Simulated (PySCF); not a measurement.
Cl₆W, SMILES `Cl[W](Cl)(Cl)(Cl)(Cl)Cl`.

Method: PBE0/def2-SVP; geometry: GFN2-xTB; program: PySCF. Core potentials replace the inner electrons of W; spin–orbit coupling isn't included. This is a single-reference result, which may miss multireference character in this system. No frequency check shows the geometry to be a minimum. GFN2-xTB bond lengths at metals and heavier atoms can be off by up to 0.1 Å and shapes distorted, which carries into these values.

Input

```python
import numpy as np
from pyscf import gto, scf, dft
from pyscf.scf import atom_ks, atom_hf
from scipy.linalg import block_diag

def solve(mol, dm0=None, hcore=None):
    mf = (dft.UKS if mol.spin else dft.RKS)(mol, xc='pbe0')
    mf.grids.level = 3
    mf = mf.density_fit(auxbasis='def2-universal-jkfit')
    mf.conv_tol, mf.max_cycle = 1e-8, 80
    if hcore is not None:
        mf.get_hcore = lambda *args: hcore
    mf.kernel(dm0)
    if not mf.converged:
        mf = mf.newton().run(mf.mo_coeff, mf.mo_occ, max_cycle=30)
    assert mf.converged, 'SCF not converged'
    return mf

mol = gto.M(atom='''
Cl     1.19996    -1.92550     0.32051
W      0.00007     0.00036     0.00026
Cl    -1.35840    -1.09090    -1.48792
Cl    -1.40462    -0.59175     1.71142
Cl     1.40447     0.58635    -1.71316
Cl    -1.19977     1.92651    -0.31978
Cl     1.35805     1.09373     1.48782
''', basis='def2-svp', ecp={'W': 'def2-svp'}, charge=0, spin=0, verbose=4)
mf = solve(mol)
mf.analyze()
# spherically averaged free atoms, for the promolecule
atom_ks.AtomSphAverageRKS.init_guess_by_vsap = lambda self, mol=None: self.init_guess_by_minao(mol)  # core potentials
atm = atom_ks.get_atm_nrks(mol, xc='pbe0')
pro = block_diag(*[(atm[a[0]][2] * atm[a[0]][3]) @ atm[a[0]][2].T for a in mol._atom])
np.savez('result.npz', e=mf.e_tot, c=mf.mo_coeff, occ=mf.mo_occ, eps=mf.mo_energy, pro=pro, dip=mf.dip_moment(verbose=0), s2=mf.spin_square()[0])
```

Command:

```sh
OMP_NUM_THREADS=1 python input.py
```

The run took 26 s on 1 thread of AMD EPYC 7R43 64-Core Processor (Zen 3) (shared host), peak memory 0.63 GiB.

Partitions, critical points and surface values were worked out afterwards from this run's density.

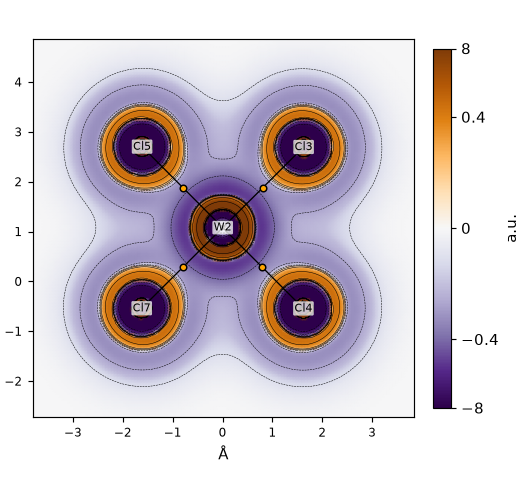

Negative Laplacian of the density (−∇²ρ) in the plane of W2, Cl3, Cl4, Cl5 and Cl7 (orange positive, purple negative, colour scale in a.u., logarithmic beyond ±0.04), with bond paths and bond critical points (dots).

Sort the bonds in the plane by the sign of ∇²ρ at their critical points.

At none is it concentrated. Depleted (∇²ρ > 0): W2–Cl3, W2–Cl5, W2–Cl4 and W2–Cl7 (+0.22 a.u., H = −0.035). A positive Laplacian with negative H is typical of metal–ligand bonds.
